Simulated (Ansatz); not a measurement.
## A computed series for CdSe: response to strain

Take CdSe in the wurtzite structure (space group P6_3mc, No. 186) as the base.

```xyz
4
Lattice="4.3828 0.0000 0.0000 -2.1914 3.7956 0.0000 0.0000 0.0000 7.1544" Properties=species:S:1:pos:R:3 pbc="T T T"
Cd     0.0000     2.5304     0.0009
Cd     2.1914     1.2652     3.5781
Se     0.0000     2.5304     2.6891
Se     2.1914     1.2652     6.2663
```

Strains are applied to the cell and any free atomic positions relax.

Calculations: plane-wave PAW DFT at the PBE level (Ansatz, a first-principles code, 420 eV), scalar-relativistic without spin-orbit coupling.

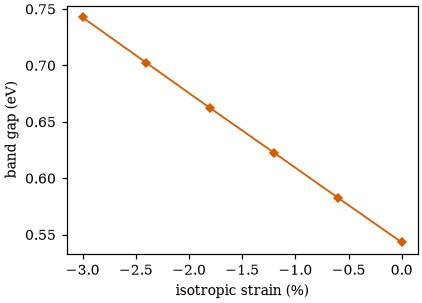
Figure: Band gap against isotropic strain

From the plot, what is the band gap for isotropic strain −1.20 %?

About 0.62 eV.

Is the trend monotonic over the range shown?

Yes, it falls throughout, spanning 0.54 eV to 0.74 eV.

Stability against distortions was not tested.
